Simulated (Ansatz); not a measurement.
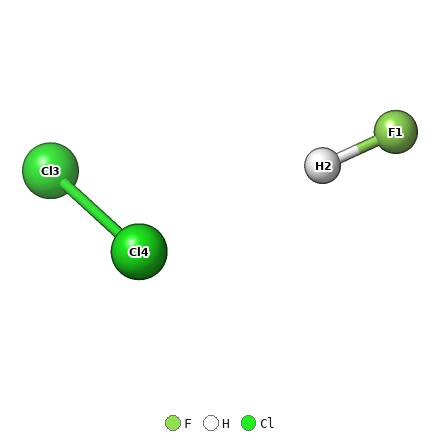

The system is the pair FH···Cl₂; the picture shows the reference structure. The turn is about an axis along (0.97, 0.25, 0.05) in the frame of the relaxed pair, normal to the line between the partners. The first coordinate is: distance Cl4···H2; the second: turn of F1, H2 about its own atom H2. The grid has 15 × 15 points. At 3 points there is no value (left out of the scan, as a rule where atoms come close). Points are written as (first, second). Energies: eV, counted from the two partners far apart, frozen as in the relaxed pair, each in its own basis (no counterpoise correction). All numbers below come from RKS PBE0-D4/def2-TZVPD in Ansatz 0.2.0.

Its coordinates:

```yaml
atoms:
  - { symbol: F, position_ang: [0.0319, 0.2434, -1.9764] }
  - { symbol: H, position_ang: [0.0745, -0.0791, -1.1092] }
  - { symbol: Cl, position_ang: [-0.2950, 0.7503, 2.0219] }
  - { symbol: Cl, position_ang: [0.1885, -0.9145, 1.0637] }
```

Range: distance Cl4···H2 from 1.958 to 3.358 Å; turn of F1, H2 about its own atom H2 from −180 to 156°.

### Predict the map.

The lowest grid point is at (2.385 Å, −12°), −0.09 eV from the two partners far apart, frozen as in the relaxed pair, each in its own basis (no counterpoise correction). The highest grid point, (1.958 Å, −156°), lies 20.2 eV above the lowest. At the highest point the unbonded atoms F1···Cl4 come to 1.17 Å, against 3.30 Å at the lowest; the sum of their van der Waals radii is about 3.3 Å.

```tsv
second ↓, first →	1.958	1.993	2.050	2.120	2.200	2.289	2.385	2.488	2.597	2.712	2.832	2.957	3.086	3.220	3.358
156	19.3	17.5	15.1	12.8	10.9	9.1	7.3	5.5	3.9	2.7	1.8	1.1	0.7	0.4	0.2
132	8.8	8.2	7.2	6.2	5.1	4.0	3.0	2.1	1.5	1.0	0.7	0.4	0.2	0.1	0.1
108	3.5	3.1	2.6	2.1	1.6	1.2	0.8	0.6	0.4	0.2	0.1	0.1	0.0	0.0	0.0
84	1.1	0.9	0.8	0.6	0.4	0.3	0.2	0.1	0.1	0.0	0.0	0.0	0.0	0.0	0.0
60	0.3	0.3	0.2	0.1	0.1	0.0	0.0	0.0	0.0	0.0	0.0	0.0	0.0	0.0	0.0
36	0.1	0.0	0.0	0.0	0.0	−0.1	−0.1	−0.1	−0.1	−0.1	−0.1	−0.1	0.0	0.0	0.0
12	0.0	0.0	−0.1	−0.1	−0.1	−0.1	−0.1	−0.1	−0.1	−0.1	−0.1	−0.1	0.0	0.0	0.0
−12	0.0	0.0	−0.1	−0.1	−0.1	−0.1	−0.1	−0.1	−0.1	−0.1	−0.1	−0.1	−0.1	0.0	0.0
−36	0.1	0.0	0.0	0.0	0.0	−0.1	−0.1	−0.1	−0.1	−0.1	−0.1	−0.1	0.0	0.0	0.0
−60	0.3	0.2	0.2	0.1	0.1	0.0	0.0	0.0	0.0	0.0	−0.1	0.0	0.0	0.0	0.0
−84	0.8	0.7	0.6	0.5	0.3	0.2	0.1	0.1	0.0	0.0	0.0	0.0	0.0	0.0	0.0
−108	2.7	2.4	2.1	1.7	1.3	1.0	0.7	0.5	0.3	0.2	0.1	0.1	0.0	0.0	0.0
−132	8.3	7.7	6.8	5.8	4.7	3.7	2.8	2.0	1.4	1.0	0.6	0.4	0.2	0.1	0.1
−156	20.1	18.3	16.0	13.9	11.9	9.6	7.4	5.5	3.9	2.7	1.8	1.1	0.7	0.4	0.2
−180	–	–	–	19.1	15.6	12.8	10.2	7.6	5.4	3.7	2.5	1.6	1.0	0.6	0.3
```

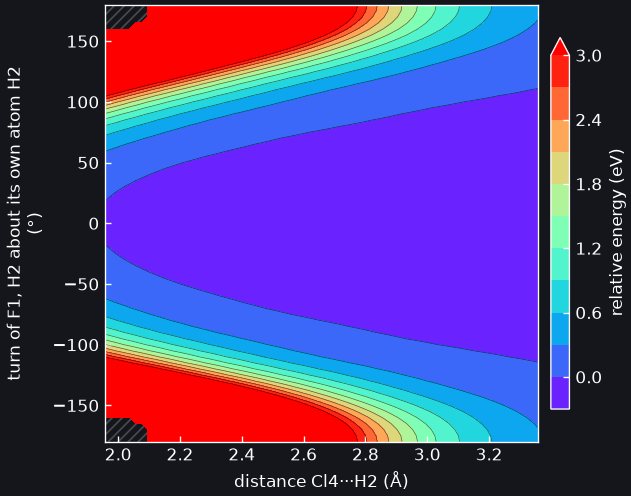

Drawn: filled contours, one colour for all values above the top of the scale, hatched blanks where no value was computed. Between grid points the surface is interpolated.

The whole map (222 points run) took 8 min on 1 thread of INTEL(R) XEON(R) PLATINUM 8581C CPU @ 2.30GHz (Emerald Rapids), on a shared host.
